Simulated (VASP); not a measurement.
Band structure of Co (hcp). Calculation: optB86b-vdW, VASP's PBE PAW potentials (set 64) (plane waves; VASP 6.6.1).

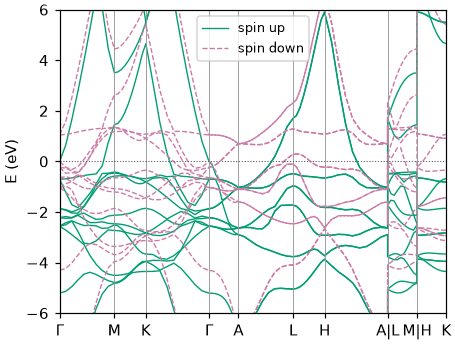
Bands along high-symmetry lines, zero at the valence-band maximum or, without a gap, the Fermi level

### Question
Read the plot: is there a gap, and where are the band edges?

### Answer
It has no gap at this level: it comes out as a metal or semimetal. (Edges off the drawn lines would not show.)

The compound is Co in the hcp structure. It was relaxed first, which changed the volume by -5 %.
